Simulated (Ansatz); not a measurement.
Correcting a cheap level on B-containing molecules

The vertical ionisation energy (cation less neutral) in eV of 7 B-containing molecules: x at HF/def2-TZVPP, y at CCSD(T)/def2-TZVPP. Shapes, held fixed at every level: PBE0-D4/def2-TZVP. Programs: Ansatz 0.2.0.

```
                    molecule  x (eV)  y (eV)
HBS (hydrogen boron sulfide)    9.74   11.14
                    BH3(NH3)    9.83   10.73
            BF (SMILES [B]F)    9.95   11.09
                   BH3(SeH2)   10.07   10.91
                    BH3(SH2)   10.34       ?
    B(OH)O (oxoborinic acid)   10.75   12.39
     BOF (fluoro(oxo)borane)   11.71   13.46
```

Problem. Fit y = c + s·x to the known rows and predict y for BH3(SH2).

Solution. 
1. Means of the 6 rows: x = 10.3417, y = 11.620.
2. Σ(Δx)² = 2.8901, Σ(Δx·Δy) = 3.9768, so the slope is 3.9768/2.8901 = 1.376.
3. Intercept: 11.620 − (1.376) × 10.3417 = -2.610. The largest residual of the fit is 0.35.
4. BH3(SH2): -2.610 + 1.376 × 10.34 = 11.62 eV.

CCSD(T)/def2-TZVPP gives 11.09 eV, so the prediction is off by +0.53 eV, more than the largest residual. Uncorrected, HF/def2-TZVPP misses it by -0.75 eV, and the other rows by 1.28 on average. The line overshoots: the miss goes from -0.75 to +0.53. Left out in turn, the other rows are missed by 0.28 eV on average, so much of the error is systematic among these molecules. Cations run unrestricted. Relativity is left out for Se. Outer-core shells of Se are correlated, in sets that cover them unevenly.

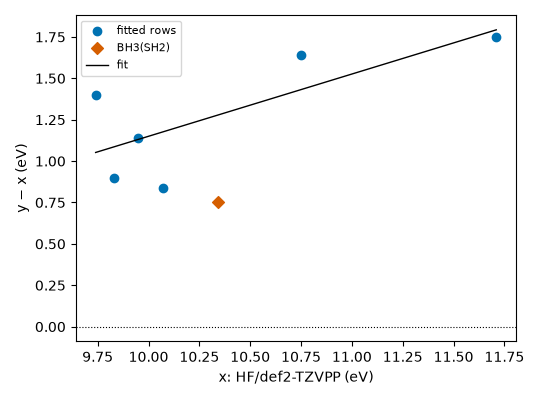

The correction y − x against x, with the fitted line and the withheld molecule.
